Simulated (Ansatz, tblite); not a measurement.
# Ga8Sb8 wurtzite off sphere (Ga8Sb8H22): spin-state energies by level

Aim: set other spin states of Ga8Sb8 wurtzite off sphere (Ga8Sb8H22) against its singlet, on many levels of theory.

Program: Ansatz 0.2.0, Gaussian basis. Level of theory: as each input shows. These are calculated values, not measurements.

Levels to be run: triplet, at the geometry of the singlet (GFN1-xTB, PBE0-D4/def2-TZVP, PBE-D4/def2-TZVP); the singlet's energies come from earlier runs.

1 further run of the same task is left out (set aside as unsound or not needed). Runs told in other sessions of the task aren't counted.

## Step 1: The geometry

The singlet was relaxed beforehand with r2SCAN-D4/def2-SVP.

38 atoms, charge 0, spin multiplicity 1.

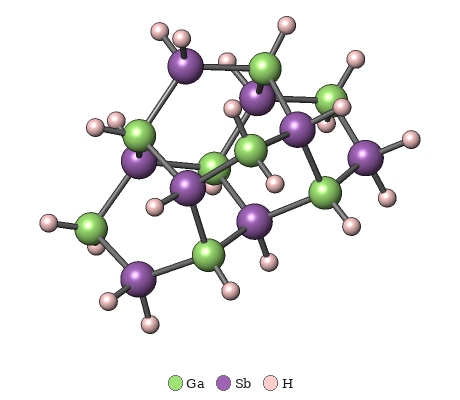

The geometry (gallium green, antimony purple, hydrogen pink).

Sb takes a core potential in the def2 sets. No spin-orbit coupling is included.

## Step 2: Triplet at the fixed geometry, GFN1-xTB

Tight binding, by tblite at 300 K electronic temperature and without a spin-polarisation term:

```python
tblite.interface.Calculator('GFN1-xTB', numbers, positions, charge=0, uhf=2).singlepoint()
```

Energy -1162.6888 eV; 0.3 s.

## Step 3: Triplet at the fixed geometry, PBE0-D4/def2-TZVP

in.yaml

```yaml
crystal:
  periodic: [false, false, false]
  atoms:
    - {symbol: Ga, position_ang: [0.543352, -4.821166, -1.576110]}
    - {symbol: Sb, position_ang: [0.581067, -4.526611, 1.127680]}
    - {symbol: Sb, position_ang: [0.581829, -2.193275, -2.102946]}
    - {symbol: Ga, position_ang: [-1.637226, -0.943765, -1.363660]}
    - {symbol: Ga, position_ang: [0.570055, -2.169298, 2.380891]}
    - {symbol: Sb, position_ang: [-1.478257, -0.854906, 1.311582]}
    - {symbol: Sb, position_ang: [-1.606691, 1.603782, -2.099541]}
    - {symbol: Ga, position_ang: [-3.899157, 2.888159, -1.570927]}
    - {symbol: Ga, position_ang: [-1.590661, 1.574884, 2.384116]}
    - {symbol: Sb, position_ang: [-3.627757, 2.763276, 1.132759]}
    - {symbol: Ga, position_ang: [2.816895, -1.060130, -1.253162]}
    - {symbol: Sb, position_ang: [2.630165, -0.830730, 1.388470]}
    - {symbol: Sb, position_ang: [2.552510, 1.473314, -2.079926]}
    - {symbol: Ga, position_ang: [0.493418, 2.969964, -1.248111]}
    - {symbol: Ga, position_ang: [2.933429, 1.689016, 2.291786]}
    - {symbol: Sb, position_ang: [0.599319, 2.689562, 1.393027]}
    - {symbol: H, position_ang: [-0.862249, -5.410053, -1.916489]}
    - {symbol: H, position_ang: [1.917997, -5.458924, -1.954463]}
    - {symbol: H, position_ang: [-0.652816, -5.454248, 1.843559]}
    - {symbol: H, position_ang: [1.881572, -5.394037, 1.799383]}
    - {symbol: H, position_ang: [0.635429, -2.006623, -3.796817]}
    - {symbol: H, position_ang: [-2.935925, -1.691876, -1.817193]}
    - {symbol: H, position_ang: [0.520728, -2.288395, 3.938569]}
    - {symbol: H, position_ang: [-2.871927, -1.659453, 1.870609]}
    - {symbol: H, position_ang: [-1.417935, 1.558730, -3.793433]}
    - {symbol: H, position_ang: [-5.114415, 1.970438, -1.916187]}
    - {symbol: H, position_ang: [-3.759066, 4.398594, -1.943267]}
    - {symbol: H, position_ang: [-1.718503, 1.589827, 3.941813]}
    - {symbol: H, position_ang: [-5.046641, 2.149913, 1.844117]}
    - {symbol: H, position_ang: [-3.735694, 4.319888, 1.811155]}
    - {symbol: H, position_ang: [4.142207, -1.702305, -1.778400]}
    - {symbol: H, position_ang: [3.985298, -1.706726, 1.934293]}
    - {symbol: H, position_ang: [2.495974, 1.443457, -3.780882]}
    - {symbol: H, position_ang: [4.020878, 2.319148, -1.937061]}
    - {symbol: H, position_ang: [0.600896, 4.439452, -1.771323]}
    - {symbol: H, position_ang: [2.910319, 1.672972, 3.853158]}
    - {symbol: H, position_ang: [4.056874, 2.338628, 1.411060]}
    - {symbol: H, position_ang: [0.520008, 4.300417, 1.941271]}
basis:
  gaussian: {orbitals: def2-TZVP, fitting: {mean_field: def2-universal-jkfit}}
magnetization: {spin_polarized: true, initial_magnetization: 2}
hamiltonian: {xc: pbe0, dispersion: d4}
scf: {omitted_lower_state_checks: [starts]}
output: {orbitals: {seedname: orbitals}}
```

Started as:

```
$ ansatz run in.yaml --threads 4 --pin off --events-out ev --progress --plain --max-ram 66560MiB --backend cuda --devices 0, --max-vram 37GiB
```

The log of the run:

```text
Functional definition: PBE0
  name "PBE0"
  cite "Adamo & Barone, J. Chem. Phys. 110, 6158 (1999) doi:10.1063/1.478522"
  cite "Perdew, Burke & Ernzerhof, Phys. Rev. Lett. 77, 3865 (1996) doi:10.1103/PhysRevLett.77.3865"
  parent pbe
  parameter a = 0.25
  parameter kappa = 0.804
  parameter beta = 0.06672455060314922
  exchange = (1 - a)*pbe_x(kappa = kappa, mu = beta*pi^2/3) + a*exact_x
  correlation = pbe_c(beta = beta)
these checks for a lower state are left out or cut short: starts
4268 factors; integrals over basis functions are off by at most 6.9e-1 eV
mean field evaluation 1: about -471631.7348 eV, gradient 4.3e1 eV
mean field evaluation 2: about -471629.4729 eV, gradient 5.6e1 eV
mean field evaluation 4: about -471635.5709 eV, gradient 6.1e0 eV
mean field evaluation 8: about -471635.8350 eV, gradient 6.0e-1 eV
mean field evaluation 16: about -471635.8559 eV, gradient 5.5e-2 eV
mean field evaluation 32: about -471635.8570 eV, gradient 2.0e-3 eV
mean field -471635.85700292 eV, -17332.2980585914 hartree, gradient 5.0e-6 eV, S^2 2.005125; 0 other end points of the search recorded, 0 dependent functions left out
reference -471635.85709298 eV, -17332.2980619011 hartree; 228, 226 occupied and 688, 690 virtual orbitals, 4268 factors
Total energy: -471638.81553565 eV, -17332.4067826639 hartree
Checks for a lower state left out: starts
```

Wall time 54 s (1 × H100 (card shared with other runs) with 4 threads of AMD EPYC 7R13, shared host); peak host memory 1.7 GiB.

Report: HOMO -2.85 eV, LUMO -5.73 eV (over both spins; with the spin held, an empty level of the minority spin lies below the top filled one); ⟨S²⟩ 2.005 (pure: 2.00).

## Step 4: Triplet at the fixed geometry, PBE-D4/def2-TZVP

start.molden holds the orbitals of an earlier run on this state, given as this run's starting guess.

Edit in.yaml of step 3 so:

```diff
@@ -42,5 +42,5 @@
 basis:
-  gaussian: {orbitals: def2-TZVP, fitting: {mean_field: def2-universal-jkfit}}
+  gaussian: {orbitals: def2-TZVP, fitting: {mean_field: def2-universal-jkfit}, initial_orbitals: start.molden}
 magnetization: {spin_polarized: true, initial_magnetization: 2}
-hamiltonian: {xc: pbe0, dispersion: d4}
+hamiltonian: {xc: pbe, dispersion: d4}
 scf: {omitted_lower_state_checks: [starts]}
```

Same command.

The log of the run:

```text
Functional definition: PBE
  name "PBE"
  cite "Perdew, Burke & Ernzerhof, Phys. Rev. Lett. 77, 3865 (1996) doi:10.1103/PhysRevLett.77.3865"
  parent pbe
  parameter kappa = 0.804
  parameter beta = 0.06672455060314922
  exchange = pbe_x(kappa = kappa, mu = beta*pi^2/3)
  correlation = pbe_c(beta = beta)
these checks for a lower state are left out or cut short: starts
4268 factors; integrals over basis functions are off by at most 6.9e-1 eV
mean field evaluation 1: about -471623.3934 eV, gradient 1.8e1 eV
mean field evaluation 2: about -471624.1710 eV, gradient 8.7e-1 eV
mean field evaluation 4: about -471624.2115 eV, gradient 2.8e-1 eV
mean field evaluation 8: about -471624.2137 eV, gradient 2.6e-5 eV
mean field -471624.21366578 eV, -17331.8701738437 hartree, gradient 1.1e-5 eV, S^2 2.001661; 0 other end points of the search recorded, 0 dependent functions left out
reference -471624.21378574 eV, -17331.8701782521 hartree; 228, 226 occupied and 688, 690 virtual orbitals, 4268 factors
Total energy: -471627.43854104 eV, -17331.9886858236 hartree
Checks for a lower state left out: starts
```

It took 16 s on 1 × H100 (card shared with other runs) with 4 threads of AMD EPYC 7R13, shared host; peak host memory 1.6 GiB.

Report: HOMO -2.60 eV, LUMO -5.83 eV (over both spins; with the spin held, an empty level of the minority spin lies below the top filled one); ⟨S²⟩ 2.002 (pure: 2.00).

## Step 5: Triplet less singlet, vertical

The singlet's energies are those of its earlier runs, whose logs aren't repeated here.

```
            level  triplet less singlet, vertical (kcal/mol)    time
         GFN1-xTB                                      +76.0  0.53 s
 PBE-D4/def2-TZVP                                      +75.7    24 s
PBE0-D4/def2-TZVP                                      +89.7    65 s
```

Times add the two runs; a level without a time comes out of a correlated run. Tight binding without a spin term can't rank spin states.

## Step 6: Results

| quantity | value |
| --- | --- |
| triplet less singlet, vertical, functionals in def2-TZVP | +75.7 (PBE-D4) to +89.7 kcal/mol (PBE0-D4) |

All functionals put the triplet above the singlet, over a spread of 14.0 kcal/mol. The checks for a lower triplet were left out, so another state of that spin may lie lower. These are electronic energies, without zero-point motion, entropy or surroundings.
